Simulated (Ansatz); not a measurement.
# H₆OSi₂···HF: what the fields show

Input file:

```
crystal:
  periodic: [false, false, false]
  atoms:
    - { symbol: Si, position_ang: [-0.714595, 0.685774, 0.45186] }
    - { symbol: F, position_ang: [0.142964, -2.100865, -0.18098] }
    - { symbol: H, position_ang: [-2.132758, 0.353408, 0.118178] }
    - { symbol: H, position_ang: [-0.699213, 2.075438, 1.000696] }
    - { symbol: O, position_ang: [-0.145112, -0.380863, 1.663164] }
    - { symbol: H, position_ang: [0.210178, -1.587868, 0.584558] }
    - { symbol: Si, position_ang: [0.7526, 0.379556, -1.235866] }
    - { symbol: H, position_ang: [-0.706436, -0.546674, 2.431749] }
    - { symbol: H, position_ang: [0.226845, -0.486707, -2.321307] }
    - { symbol: H, position_ang: [1.025048, 1.729157, -1.832228] }
    - { symbol: H, position_ang: [2.040477, -0.120457, -0.680026] }
magnetization:
  spin_polarized: true
basis:
  gaussian: { orbitals: def2-SVP }
hamiltonian:
  xc: b3lyp
relax:
  f_tol: 0.03
  max_steps: 50
output:
  orbitals: {}
```

Command:

```sh
ansatz run input.yaml --threads 4 --pin off --max-ram 5120MiB --backend cpu --events-out ev --progress --plain --runs-dir out
```

The fields are those of the run's last geometry, not of the input's.

All numbers below come from UKS B3LYP/def2-SVP (Ansatz 0.2.0).

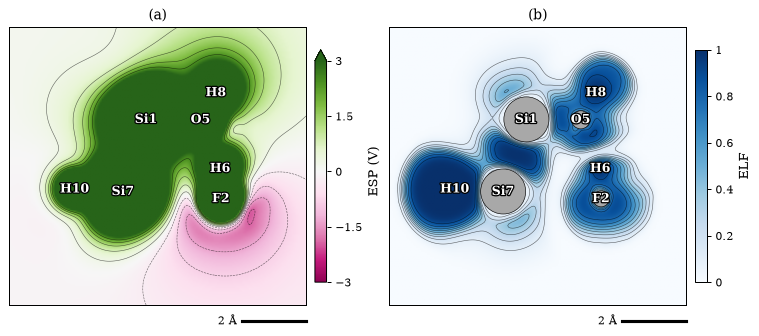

Figure 1. (a) electrostatic potential; (b) ELF on the plane of atoms Si1, Si7 and H10. Grey discs cover the atomic cores in the ELF map.

> Interpret the plot.

The plane passes through Si, F, O and H nuclei. O5···H6 (1.65 Å): the ELF dips to about 0.15 between them; by its geometry a hydrogen bond between the two molecules, with no shared pair. Si–O (1.71 Å): the ELF peaks at about 0.90 between the atoms: a shared but strongly polarised pair. Si–Si (2.35 Å): the ELF peaks at about 1 between the atoms; localised, covalent bonding. F–H (0.95 Å): the ELF climbs to about 1 towards the hydrogen, as it does in any bond to H (an ordinary covalent bond to hydrogen). O–H (0.97 Å): the ELF climbs to about 1 towards the hydrogen: a covalent bond by its length. The ELF also peaks beside F2, away from the bonds: lone-pair regions. Outside the dense part of the complex the potential is most negative (−2.0 V) near F2.

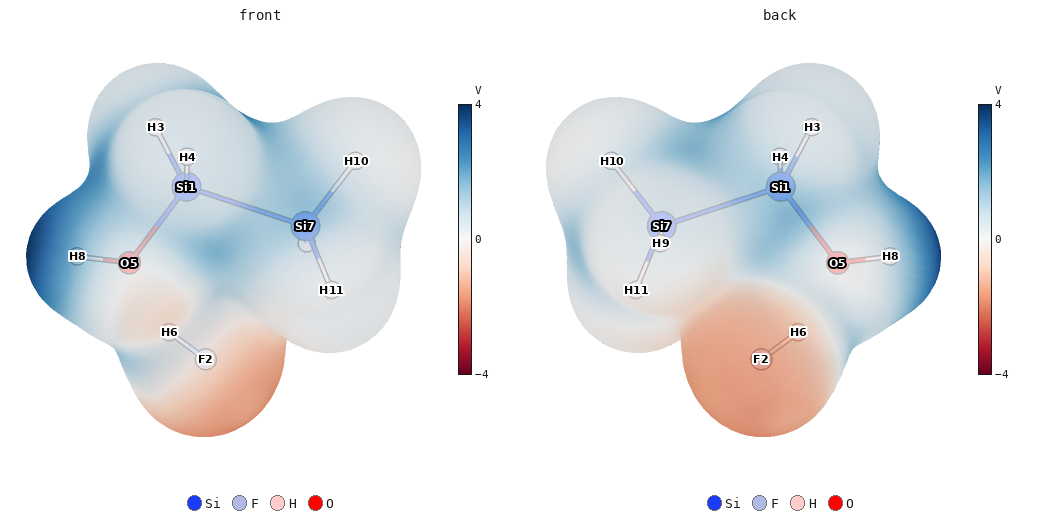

Figure 2. The molecular electrostatic potential painted on the density surface at 0.004 e/bohr³, seen from the front and from behind; red is negative and blue positive.

> Which sites attract a positive test charge, and which a negative one?

A positive charge is drawn to the negative regions and a negative charge to the positive ones. The most negative region (about −1.8 V, or −42 kcal/mol for a unit charge) lies over F2, the most positive (about +3.8 V, or +88 kcal/mol for a unit charge) over H8.

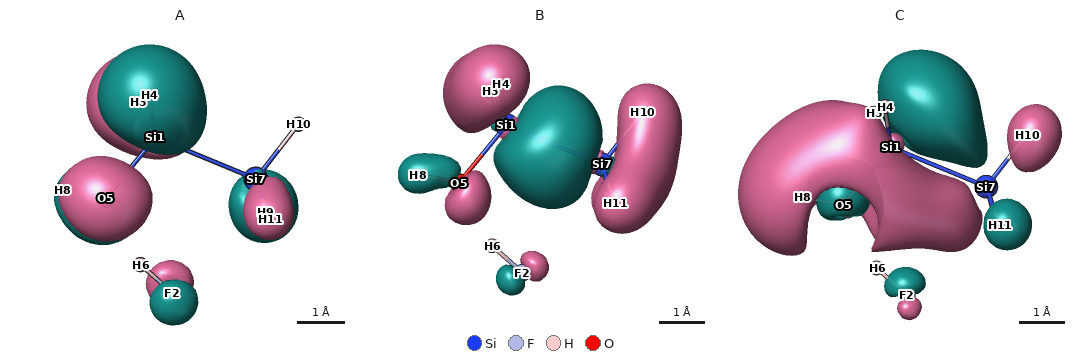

Figure 3. Three frontier orbitals at ±0.08 Å⁻³ᐟ² (teal and pink are the two phases), in no order.

> Which picture is the HOMO−1, the HOMO and the LUMO?

A is the HOMO−1 (−8.86 eV). By Hirshfeld shares it lies mainly on O5 (about 35 %), Si1 (about 20 %), H4 (about 15 %) and H3 (about 15 %). B is the HOMO (−8.21 eV). Its weight (Hirshfeld) is mainly on Si1 (about 35 %), Si7 (about 35 %), H3 (about 5 %) and H4 (about 5 %). C is the LUMO (−0.46 eV). Its weight (Hirshfeld) is mainly on Si1 (about 40 %), H8 (about 15 %), Si7 (about 15 %) and O5 (about 15 %).

> What is the HOMO–LUMO gap?

7.75 eV between the orbital energies.

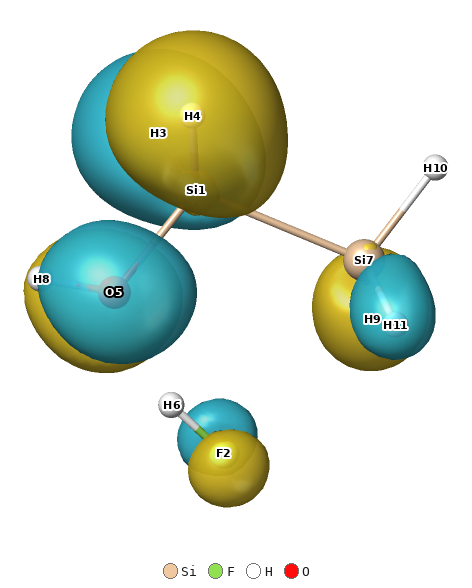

Figure 4. The HOMO−1 at ±0.08 Å⁻³ᐟ² (yellow and cyan are the two phases), seen at a tilt.

> What is the character of this orbital?

Its weight (Hirshfeld) is mainly on O5 (about 35 %), Si1 (about 20 %), H4 (about 15 %) and H3 (about 15 %). Its energy is −8.86 eV.
